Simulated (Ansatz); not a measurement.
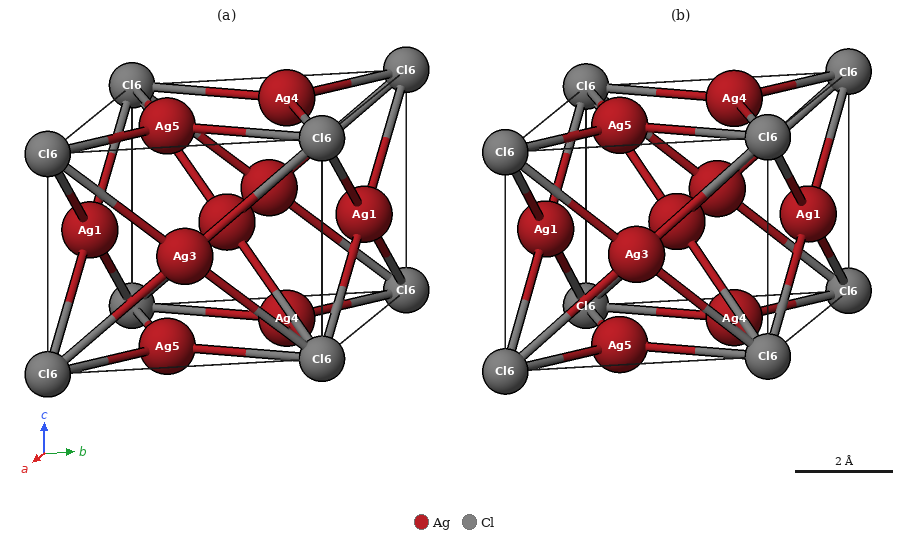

The structure of crystalline Ag₅Cl (a generated structure, set up in P6/mmm) before (left) and after (right) a relaxation, at one scale.

Style: ball-and-stick. Shown: the cell of the calculation, slightly off an axis.

Theory: Ansatz 0.2.0, DFT PBE, scalar-relativistic, plane waves, PAW.

Input
```yaml
crystal:
  lattice:
    - [5.83803831, 0.0, 0.0]
    - [-2.91901915, 5.05588948, 0.0]
    - [0.0, 0.0, 4.73835905]
  atoms:
    - { symbol: Ag, position: [0.5, 0.0, 0.5] }
    - { symbol: Ag, position: [0.5, 0.5, 0.5] }
    - { symbol: Ag, position: [0.0, 0.5, 0.5] }
    - { symbol: Ag, position: [0.33333333, 0.66666667, 0.0] }
    - { symbol: Ag, position: [0.66666667, 0.33333333, 0.0] }
    - { symbol: Cl, position: [0.0, 0.0, 0.0] }
basis:
  ecutwfc: 420
kpoints:
  mp_grid: { grid: [6, 6, 8] }
hamiltonian:
  xc: pbe
scf:
  occupations: { method: gaussian, width: 0.1 }
output:
  forces: true
  stress: true
  eigenvalues: true
  write_density: true
  write_potential: true
  elf: true
  volumetric_format: npy
relax:
  adjacent_minimum: "off"
  f_tol: 0.01
  max_steps: 80
  cell: { stress_tol: 0.05 }
```

Launched with:
```bash
ansatz run input.yaml --threads 1 --pin off --max-ram 2048MiB --backend cpu --events-out ev --progress --plain --runs-dir out
```

Question: What changed between the two?

Answer: The energy falls by 30.8 meV per atom in 4 accepted moves (6 points after the start). All forces vanish by symmetry, so only the cell relaxes. The pressure goes from −4.07 to 0.00 GPa. At 2 points the geometry stayed and the basis and grid were re-selected for the new cell (energy shift of 0.7 meV per atom at most each time). No atom moves by more than 0.005 Å relative to the cell. Cell: a = b 5.838 → 5.589 Å (−4.3 %), c 4.738 → 4.713 Å (−0.5 %). Volume −8.8 %. Near-neighbour distances that change, for instance: Ag4–Cl6 3.371 → 3.227 Å, Ag1–Ag2 2.919 → 2.795 Å, Ag1–Cl6 3.759 → 3.656 Å, Ag1–Ag4 2.907 → 2.856 Å. The space group stays P6/mmm (No. 191).
